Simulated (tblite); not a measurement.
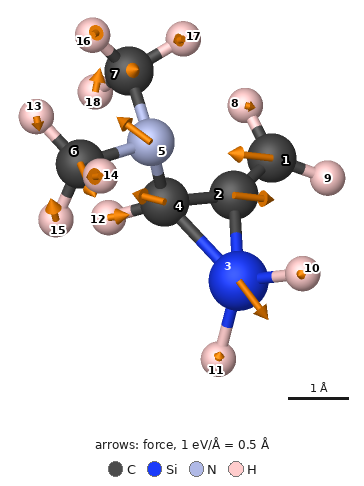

Starting geometry of C5H11NSi with the computed forces as orange arrows. The picture is a ball-and-stick view, seen from a free direction.

Level of theory: tblite 0.8.0, GFN2-xTB geometry optimisation, gas phase. 

Question: What follows when this structure is relaxed?

Answer: It isn't relaxed: the largest force vector, on C atoms, is 1.77 eV/Å. The final displacements have little in common with the starting forces (cosine between the two patterns 0.25). The largest moves after the best rigid fit, 0.97 Å, are those of H13 and H14. By element the largest moves are H 0.97 Å, N 0.21 Å, C 0.17 Å, Si 0.14 Å. Among the contacts that change: Si3–C4 1.847 → 1.909 Å, C4–H12 1.138 → 1.100 Å, C6–H14 1.122 → 1.090 Å, N5–C7 1.471 → 1.448 Å. Among the angles between lasting bonds that change: C1–C2–C4 150.2° → 138.4°, C1–C2–Si3 143.8° → 153.2°, C2–Si3–H10 112.0° → 118.8°. Groups turn about N5–C6 by about 50°, N5–C7 by about 25°. Over 95 geometry steps the energy falls by 17.2 kcal/mol.
